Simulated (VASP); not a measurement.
Band structure of Li2O (antifluorite). Computed with PW91 GGA, VASP's PBE PAW potentials (set 64) (plane waves; VASP).

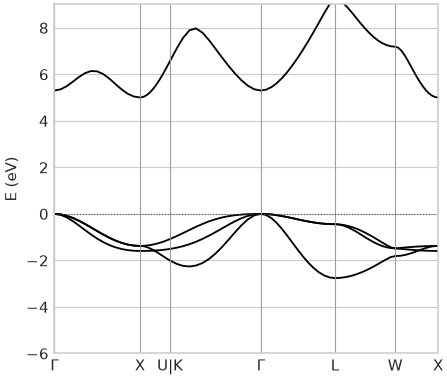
Figure: Bands along high-symmetry lines, zero at the valence-band maximum or, without a gap, the Fermi level

Question: Read the plot: is there a gap, and where are the band edges?

Answer: The gap is indirect, 5.01 eV, from the valence maximum at Γ to the conduction minimum at X. (Edges off the drawn lines would not show.)

Measured: gap 8.00 eV (computed value off by -2.99 eV), as given by Das et al., (2018), arXiv:1807.05623.

The compound is Li2O in the antifluorite structure. The cell was not relaxed at this level.
